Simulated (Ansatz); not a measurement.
System: CH$_{6}$Si.

Input

```
crystal:
  periodic: [false, false, false]
  atoms:
    - {symbol: C, position_ang: [0.675975, -0.753652, 1.543524]}
    - {symbol: Si, position_ang: [-0.688552, 0.522219, 1.445210]}
    - {symbol: H, position_ang: [1.097130, -0.949123, 0.555196]}
    - {symbol: H, position_ang: [0.296770, -1.696125, 1.944612]}
    - {symbol: H, position_ang: [1.482295, -0.408408, 2.194382]}
    - {symbol: H, position_ang: [-0.174222, 1.802749, 0.888243]}
    - {symbol: H, position_ang: [-1.246134, 0.796122, 2.797848]}
    - {symbol: H, position_ang: [-1.796910, 0.046787, 0.574095]}
basis:
  gaussian: {orbitals: "def2-TZVPPD.json"}
hamiltonian: {xc: pbe0, dispersion: d4}
output: {orbitals: {seedname: orbitals}}
```

Run with:

```sh
ansatz run in.yaml --threads 4 --pin off --events-out ev --progress --plain --max-ram 9574MiB
```

Geometry: PBE0-D4/def2-TZVP.

These are results of RKS PBE0-D4/def2-TZVPPD in Ansatz 0.2.0, not measurements.

> What will maps of the electron density and electron localisation function show?

C–Si (1.87 Å): the density is about 0.96 e/Å³ at the midpoint; the ELF peaks at about 0.95 between the atoms, as expected for localised, covalent bonding.
C–H (1.09 Å): ρ is about 2 e/Å³ halfway; the ELF climbs to about 1 towards the hydrogen, as it does in any bond to H: an ordinary covalent bond to hydrogen.
Si–H (1.49 Å): the density is about 0.8 e/Å³ at the midpoint; the ELF climbs to about 1 towards the hydrogen.

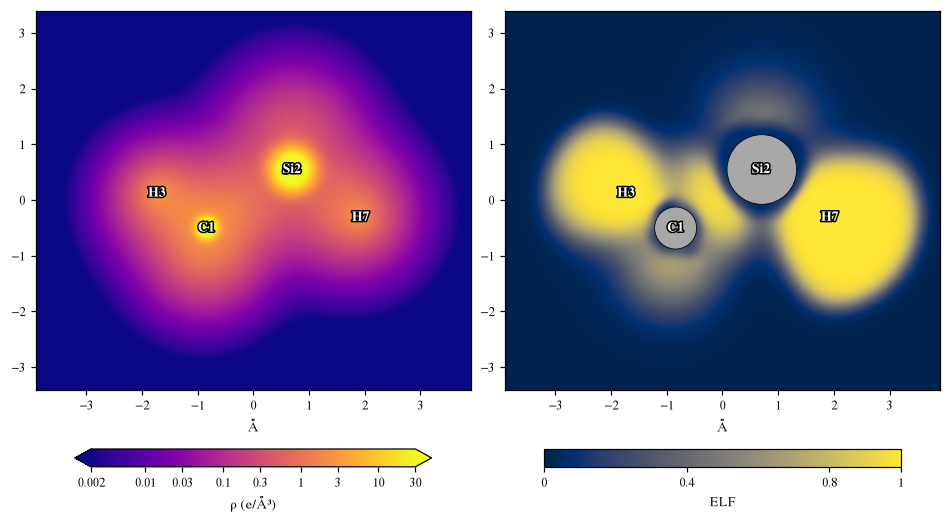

Computed electron density and electron localisation function on the plane of atoms C1, Si2 and H7, in this order. Grey discs cover the atomic cores in the ELF map. 
